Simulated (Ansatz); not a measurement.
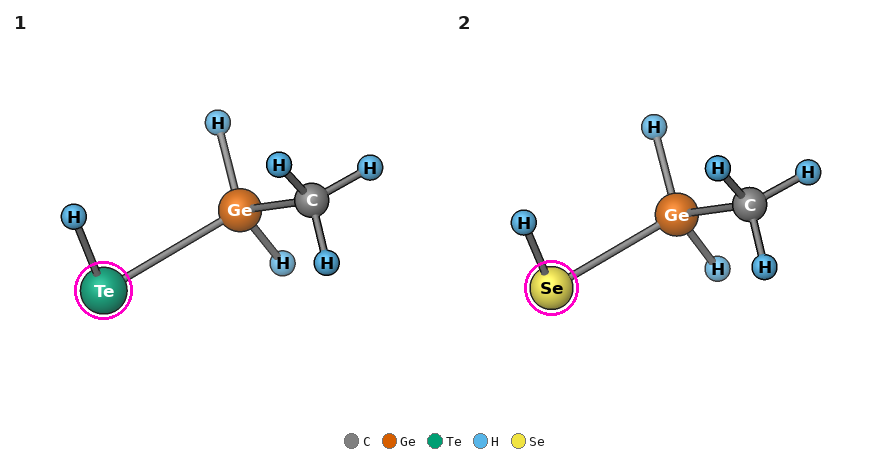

2 molecules with one skeleton, seen from the same side and at one scale; the atom that differs is circled. Each species is neutral and a spin singlet. Computed geometries: PBE0-D4/def2-TZVP optimisations, one conformation each. Properties computed with Ansatz 0.2.0. Elements past Kr carry core potentials.

One atom differs, called X below: Te in panel 1, Se in panel 2. Their formulas are CH6GeTe (`[CH3][GeH2][TeH]`), CH6GeSe (`[CH3][GeH2][SeH]`).

In which is the dipole moment larger (PBE-D4/def2-TZVPP)?

Answer. In panel 2 (X = Se).

In which is the HOMO energy (Kohn–Sham orbital) higher (PBE0-D4/def2-SVP)?

Answer. In panel 1 (X = Te).

Give the values. With PBE0-D4/def2-TZVP: length of X–Ge (Å), length of X–H (Å), angle Ge–X–H (°). With PBE0-D4/def2-SVP: HOMO energy (Kohn–Sham orbital) (eV), HOMO–LUMO gap (eV). With PBE-D4/def2-TZVPP: dipole moment (D).

```tsv
quantity	1 (Te)	2 (Se)	2 − 1
length of X–Ge (Å)	2.564	2.363	−0.201
length of X–H (Å)	1.658	1.469	−0.189
angle Ge–X–H (°)	91.5	92.9	+1.4
HOMO energy (Kohn–Sham orbital) (eV)	−6.21	−6.66	−0.45
HOMO–LUMO gap (eV)	5.78	7.01	+1.23
dipole moment (D)	1.44	1.72	+0.28
```
